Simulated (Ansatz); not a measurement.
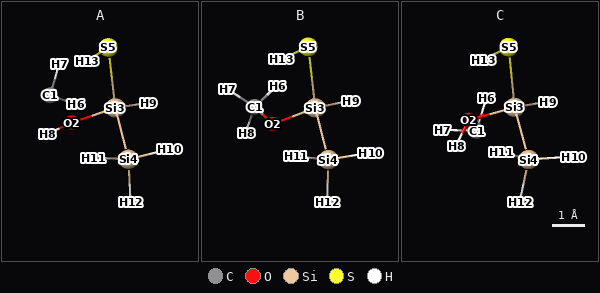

3 geometries from a converged minimum-energy path of CH$_{8}$OSSi$_{2}$, shuffled. A ball-and-stick model, seen from a free direction.

The calculation used Ansatz, RKS BHLYP-D4/def2-SVP. Set-up: 5 movable images; climbing image; force threshold 0.05 eV/Å; iteration limit 60; starting path through a guess of the saddle point.

Q: Which of them lies highest in energy?

A: C. In order along the path, whose images run from 0 to 6: B (image 1, +0.7 kcal/mol), C (image 4, +95.7 kcal/mol), A (image 6, +93.3 kcal/mol). A hydrogen atom shifts from one atom to another. Breaking: C1–H8 (1.09 → 2.22 at the top → 2.15 Å). Forming: O2–H8 (2.03 → 0.96 at the top → 0.95 Å).
